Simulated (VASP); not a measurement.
# KMgF3: structure and properties in VASP, part 2 of 5

Aim: relax KMgF3, then compute properties on the relaxed cell. Left out of this account: 1 further run (core levels: core levels are not valid at this level). The start is a cell from a database of measured crystal structures.

VASP 6.6.1; MS2; plane waves and PAW (K_sv, Mg, F).

So far, gap on the k-mesh (eV): step 2 (full relaxation (MS2)) 7.83.

## 4. Bands along the symmetry lines (MS2)

Levels along the symmetry lines show where the bands peak and cross; KPOINTS_OPT computes them in the converged potential.

File INCAR:

```
SYSTEM = KMgF3
PREC = Accurate
ENCUT = 520
EDIFF = 1E-06
NELM = 100
ISMEAR = 0
SIGMA = 0.05
LREAL = .FALSE.
ALGO = Normal
METAGGA = MS2
LASPH = .TRUE.
NBANDS = 31
LORBIT = 11
LWAVE = .FALSE.
LCHARG = .FALSE.
KPAR = 2
```

File POSCAR:

```
KMgF3
1.0
    3.9831373406      0.0000000000      0.0000000000
    0.0000000000      3.9831373406      0.0000000000
    0.0000000000      0.0000000000      3.9831373406
K Mg F
1 1 3
Direct
    0.5000000000      0.5000000000      0.5000000000
    0.0000000000      0.0000000000      0.0000000000
    0.0000000000      0.0000000000      0.5000000000
    0.0000000000      0.5000000000      0.0000000000
    0.5000000000      0.0000000000      0.0000000000
```

File KPOINTS:

```
Automatic mesh
0
Gamma
6 6 6
0 0 0
```

File KPOINTS_OPT:

```
Line mode
16
Line-mode
Reciprocal
  0.00000000   0.00000000   0.00000000 GAMMA
  0.00000000   0.50000000   0.00000000 X

  0.00000000   0.50000000   0.00000000 X
  0.50000000   0.50000000   0.00000000 M

  0.50000000   0.50000000   0.00000000 M
  0.00000000   0.00000000   0.00000000 GAMMA

  0.00000000   0.00000000   0.00000000 GAMMA
  0.50000000   0.50000000   0.50000000 R

  0.50000000   0.50000000   0.50000000 R
  0.00000000   0.50000000   0.00000000 X

  0.50000000   0.50000000   0.00000000 M
  0.50000000   0.50000000   0.50000000 R
```

PAW data sets: K_sv, Mg and F (PBE family, release 64).

Started as:

```sh
mpirun -np 2 vasp_std
```

What it wrote:

```text
[banner, memory and clock lines left out]
running    2 mpi-ranks, on    1 nodes
 distrk:  each k-point on    1 cores,    2 groups
 distr:  one band on    1 cores,    1 groups

 POSCAR found type information on POSCAR K MgF
 POSCAR found :  3 types and       5 ions
 [... a notice as in an earlier step ...]

 LDA part: xc-table for (None), standard interpolation
 POSCAR, INCAR and KPOINTS ok, starting setup
 FFT: planning ... GRIDC
 FFT: planning ... GRID_SOFT
 FFT: planning ... GRID
 WAVECAR not read
 entering main loop
       N       E                     dE             d eps       ncg     rms          rms(c)
DAV:   1     0.169701475967E+03    0.16970E+03   -0.16171E+04  1344   0.952E+02
DAV:   2    -0.427938370068E+02   -0.21250E+03   -0.20337E+03  1474   0.285E+02
DAV:   3    -0.537875296552E+02   -0.10994E+02   -0.10715E+02  2098   0.518E+01
DAV:   4    -0.540254260471E+02   -0.23790E+00   -0.23732E+00  1391   0.561E+00
DAV:   5    -0.540281783157E+02   -0.27523E-02   -0.27518E-02  1565   0.591E-01    0.908E+00
DAV:   6    -0.409918712779E+02    0.13036E+02   -0.15183E+01  1705   0.210E+01    0.379E+00
DAV:   7    -0.409870055777E+02    0.48657E-02   -0.16145E+00  1433   0.858E+00    0.267E+00
DAV:   8    -0.410737457102E+02   -0.86740E-01   -0.82818E-02  1621   0.218E+00    0.122E+00
DAV:   9    -0.411183631573E+02   -0.44617E-01   -0.95936E-02  1573   0.223E+00    0.661E-01
DAV:  10    -0.411143382218E+02    0.40249E-02   -0.73706E-03  1454   0.586E-01    0.329E-01
DAV:  11    -0.411158097685E+02   -0.14715E-02   -0.11109E-02  1771   0.700E-01    0.164E-01
DAV:  12    -0.411159279542E+02   -0.11819E-03   -0.23942E-03  1968   0.296E-01    0.386E-02
DAV:  13    -0.411159031194E+02    0.24835E-04   -0.64634E-04  1891   0.132E-01    0.776E-02
DAV:  14    -0.411158848155E+02    0.18304E-04   -0.33698E-05  1427   0.475E-02    0.415E-02
DAV:  15    -0.411158888542E+02   -0.40386E-05   -0.13491E-05  1554   0.255E-02    0.173E-02
DAV:  16    -0.411158908279E+02   -0.19737E-05   -0.47043E-06  1565   0.146E-02    0.689E-03
DAV:  17    -0.411158913531E+02   -0.52525E-06   -0.25940E-07  1025   0.374E-03
   1 F= -.41115891E+02 E0= -.41115891E+02  d E =-.866285E-11
 Start KPOINTS_OPT (optional k-point list driver)
k-point batch [1-20\96]
       N       E                     dE             ncg
DAV:   1    -0.185416637492E+04   -0.11123E+05     1320
DAV:   2    -0.623819399320E+04   -0.43840E+04     1477
DAV:   3    -0.643045735537E+04   -0.19226E+03     1810
DAV:   4    -0.643754668709E+04   -0.70893E+01     1681
DAV:   5    -0.643760030171E+04   -0.53615E-01     1667
DAV:   6    -0.643760103241E+04   -0.73069E-03     1685
DAV:   7    -0.643760103891E+04   -0.65057E-05     1509
DAV:   8    -0.643760103899E+04   -0.76829E-07      937
[...]
k-point batch [81-96\96]
       N       E                     dE             ncg
DAV:   1     0.193066269218E+04   -0.19708E+05     1016
DAV:   2    -0.157455243276E+04   -0.35052E+04     1228
DAV:   3    -0.173188613265E+04   -0.15733E+03     1416
DAV:   4    -0.173633188069E+04   -0.44457E+01     1368
DAV:   5    -0.173637457233E+04   -0.42692E-01     1212
DAV:   6    -0.173637522763E+04   -0.65529E-03     1343
DAV:   7    -0.173637523143E+04   -0.38067E-05     1061
DAV:   8    -0.173637523147E+04   -0.37000E-07      840
```

The job ended after 97 s (2 MPI ranks of AMD EPYC 9R45, shared host; peak memory 0.35 GiB; 3.2 min of CPU time).

Parts of OUTCAR (step 4):

```text
The static configuration has the point symmetry O_h .

 Found     20 irreducible k-points:

   k-points           NKPTS =     20   k-points in BZ     NKDIM =     20   number of bands    NBANDS=     31

   NELECT =      32.0000    total number of electrons

 E-fermi :  -1.7248

 k-point     1 :       0.0000    0.0000    0.0000
  band No.  band energies     occupation
    ...
     12      -2.5664      2.00000
     13      -2.5664      2.00000
     14      -2.2644      2.00000
     15      -2.2644      2.00000
     16      -2.2644      2.00000
     17       5.8954      0.00000
     18       8.7581      0.00000
     19       8.7581      0.00000
     20      11.1362      0.00000
     21      11.1362      0.00000
    ...

 k-point     2 :       0.1667    0.0000    0.0000
  band No.  band energies     occupation
    ...
     12      -2.6214      2.00000
     13      -2.6214      2.00000
     14      -2.5184      2.00000
     15      -2.3173      2.00000
     16      -2.3173      2.00000
     17       6.3852      0.00000
     18       9.0153      0.00000
     19       9.0581      0.00000
     20      11.2836      0.00000
     21      11.2911      0.00000
    ...

  Total       -0.0083611     -0.0083611     -0.0083611      0.0000000     -0.0000000      0.0000000
  in kB       -0.2119814     -0.2119814     -0.2119814      0.0000000     -0.0000000      0.0000000
  external PRESSURE =      -0.2119814 kB  Pullay stress =       0.0000000 kB

  FREE ENERGIE OF THE ION-ELECTRON SYSTEM (eV)
  ---------------------------------------------------
  free  energy   TOTEN  =       -41.1158913531 eV

  energy  without entropy=      -41.1158913531  energy(sigma->0) =      -41.11589135

[... 9 parts as in an earlier step ...]

[... 5 further parts left out ...]
```

This step gave:

```
bands                             : 31
Fermi energy                      : -1.725 eV
pressure                          : -0.02120 GPa
least gap on mesh and path        : 7.834 eV
least direct gap on mesh and path : 8.160 eV
```

The electronic bands at the labelled points (eV, zero at the valence-band top; v1 is the highest filled band, c1 the lowest empty one):

```tsv
point	v4	v3	v2	v1	c1	c2	c3	c4
Γ	-0.63	-0.33	-0.33	-0.33	7.83	10.70	10.70	13.08
X	-0.86	-0.86	-0.53	-0.53	10.74	11.01	11.80	13.71
M	-1.03	-0.90	-0.90	-0.02	11.65	12.42	13.23	13.23
Γ	-0.63	-0.33	-0.33	-0.33	7.83	10.70	10.70	13.08
R	-1.13	0.00	0.00	0.00	11.13	11.13	11.13	14.90
X	-0.86	-0.86	-0.53	-0.53	10.74	11.01	11.80	13.71
jump to M	-1.03	-0.90	-0.90	-0.02	11.65	12.42	13.23	13.23
R	-1.13	0.00	0.00	0.00	11.13	11.13	11.13	14.90
```

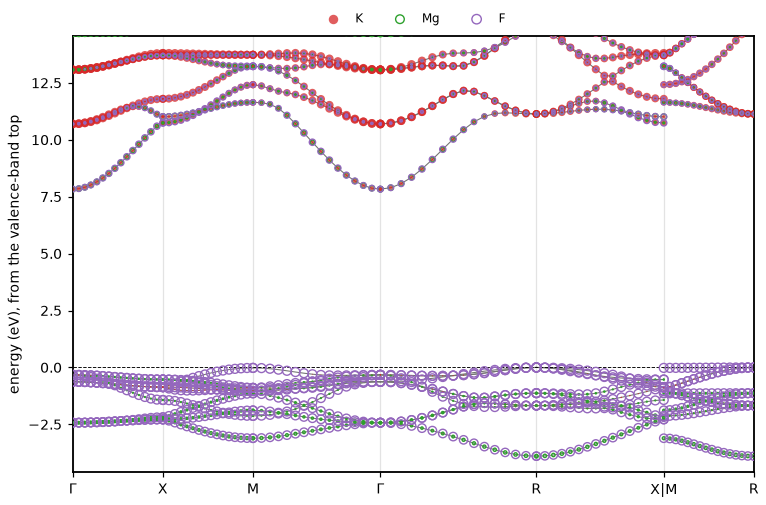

Electronic bands along the path; dots are coloured as in the legend, and their area grows with the weight.

The path finds the gap of the mesh within 0.02 eV, so the mesh comes close to both band edges.

## 5. Total and projected DOS (MS2)

A density of states needs more k-points than a total energy; ISMEAR = -5 takes tetrahedra, and LORBIT projects the states on the PAW spheres. The mesh is finer than in the run before.

INCAR: that of step 4 with these lines changed.

```diff
@@ -5,3 +5,3 @@
 NELM = 100
-ISMEAR = 0
+ISMEAR = -5
 SIGMA = 0.05
@@ -16 +16,2 @@
 KPAR = 2
+NEDOS = 2001
```

POSCAR is that of step 4.

File KPOINTS:

```
Automatic mesh
0
Gamma
8 8 8
0 0 0
```

Started as:

```sh
mpirun -np 2 vasp_std
```

What it wrote:

```text
[... set-up lines as in an earlier step ...]
 entering main loop
       N       E                     dE             d eps       ncg     rms          rms(c)
DAV:   1     0.168533297994E+03    0.16853E+03   -0.16245E+04  2314   0.957E+02
DAV:   2    -0.428603178321E+02   -0.21139E+03   -0.20292E+03  2567   0.282E+02
DAV:   3    -0.537942578941E+02   -0.10934E+02   -0.10660E+02  3699   0.518E+01
DAV:   4    -0.540257423475E+02   -0.23148E+00   -0.23088E+00  2479   0.532E+00
DAV:   5    -0.540282193384E+02   -0.24770E-02   -0.24769E-02  2733   0.577E-01    0.909E+00
DAV:   6    -0.409914752396E+02    0.13037E+02   -0.15213E+01  3002   0.210E+01    0.379E+00
DAV:   7    -0.409872195018E+02    0.42557E-02   -0.16173E+00  2500   0.857E+00    0.267E+00
DAV:   8    -0.410736519097E+02   -0.86432E-01   -0.82229E-02  2817   0.217E+00    0.122E+00
DAV:   9    -0.411184234578E+02   -0.44772E-01   -0.95395E-02  2810   0.223E+00    0.664E-01
DAV:  10    -0.411143537967E+02    0.40697E-02   -0.74786E-03  2477   0.588E-01    0.330E-01
DAV:  11    -0.411158297425E+02   -0.14759E-02   -0.11096E-02  3060   0.702E-01    0.163E-01
DAV:  12    -0.411159469777E+02   -0.11724E-03   -0.24003E-03  3461   0.298E-01    0.386E-02
DAV:  13    -0.411159203303E+02    0.26647E-04   -0.65000E-04  3318   0.132E-01    0.782E-02
DAV:  14    -0.411159011426E+02    0.19188E-04   -0.36697E-05  2462   0.495E-02    0.419E-02
DAV:  15    -0.411159053729E+02   -0.42302E-05   -0.13353E-05  2698   0.253E-02    0.174E-02
DAV:  16    -0.411159074029E+02   -0.20300E-05   -0.48343E-06  2761   0.148E-02    0.689E-03
DAV:  17    -0.411159079313E+02   -0.52835E-06   -0.26987E-07  1869   0.385E-03
   1 F= -.41115908E+02 E0= -.41115908E+02  d E =0.000000E+00
```

Elapsed: 62 s, on 2 MPI ranks; peak memory 0.36 GiB; 2.1 min of CPU time.

From OUTCAR (step 5):

```text
   k-points           NKPTS =     35   k-points in BZ     NKDIM =     35   number of bands    NBANDS=     31

   NELECT =      32.0000    total number of electrons

 E-fermi :  -1.9260

 k-point     2 :       0.1250    0.0000    0.0000
  band No.  band energies     occupation
    ...
     12      -2.5983      2.00000
     13      -2.5983      2.00000
     14      -2.4132      2.00000
     15      -2.2955      2.00000
     16      -2.2955      2.00000
     17       6.1774      0.00000
     18       8.9076      0.00000
     19       8.9339      0.00000
     20      11.2207      0.00000
     21      11.2266      0.00000
    ...

  Total       -0.0084193     -0.0084193     -0.0084193     -0.0000000      0.0000000     -0.0000000
  in kB       -0.2134572     -0.2134572     -0.2134572     -0.0000000      0.0000000     -0.0000000
  external PRESSURE =      -0.2134572 kB  Pullay stress =       0.0000000 kB

  FREE ENERGIE OF THE ION-ELECTRON SYSTEM (eV)
  ---------------------------------------------------
  free  energy   TOTEN  =       -41.1159079313 eV

  energy  without entropy=      -41.1159079313  energy(sigma->0) =      -41.11590793

[... 10 parts as in an earlier step ...]

[... 7 further parts left out ...]
```

This step gave:

| Quantity | Value |
| --- | --- |
| irreducible k-points | 35 |
| Fermi energy | -1.926 eV |
| pressure | -0.02135 GPa |

The density of states has structure finer than the step of the table below, so its rows give means over 2 eV, whole bins alone (the curve runs from -12.0 to 15.3 eV). Peaks (eV: height): total -9.4: 37.5, -1.8: 9.44, -1.6: 9.94, -0.5: 14.4; F p -1.8: 6.54, -1.6: 7.09, -1.1: 6.15, -0.5: 11.3; K p -9.4: 34.4; K d 12.0: 1.34, 13.3: 2.94, 13.7: 3.36, 13.8: 3.61.

States under -12.0 eV and over 15.3 eV are left out; flat bands give spikes narrower than the energy grid, so sums over such rows miss the true count of states. Table of density of states by energy, zero at the valence-band top; means over each step; values in states/eV/cell:

```tsv
energy (eV)	total	F p	K p	K d
-10	3.47	0.0158	3.18	1.1e-5
-8	0	0	0	0
-6	0	0	0	0
-4	0.454	0.288	3.8e-5	2.8e-4
-2	4.60	3.25	0.0426	0.00556
0	3.88	3.04	0.0160	0.00582
2	0	0	0	0
4	0	0	0	0
6	0	0	0	0
8	0.0705	0.00326	7.1e-4	1.6e-4
10	0.558	0.0501	0.0117	0.0358
12	2.45	0.173	0.0399	0.689
14	3.16	0.288	0.0292	1.37
```

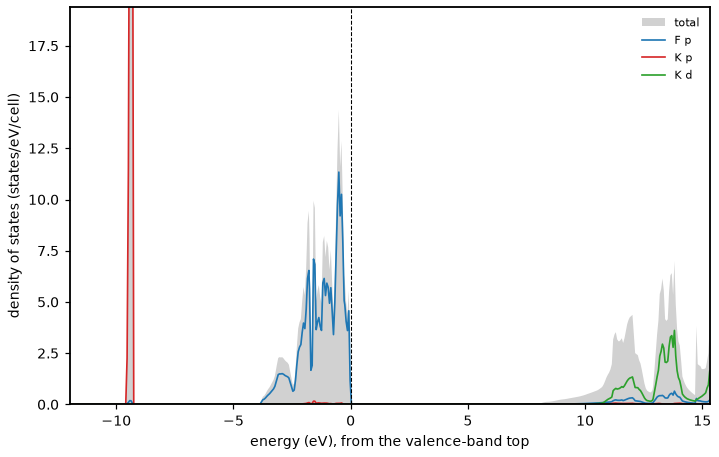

Density of states against energy. The peaks of deep states run off the scale.

The gap on this mesh is 7.83 eV. In the top eV of the valence band the largest shares in the PAW spheres are F p 79 %. The rest lies in smaller channels or between the spheres.

(Part 2 of 5 ends here.)

[Lines on the potential files, build, host, timing and source positions are cut from VASP's logs without a mark.]

[Logs are printed without paths, hosts, clocks, repeated set-up lines and the standing remarks that a program may print on its own settings, such as how far it seeks lower states.]

[Hosts, paths, dates, database ids (printed as entryN), source tags and the programs' standing remarks are cut or masked in the printed files.]

[A measured line is paired with the nearest computed mode of its activity, which favours agreement.]
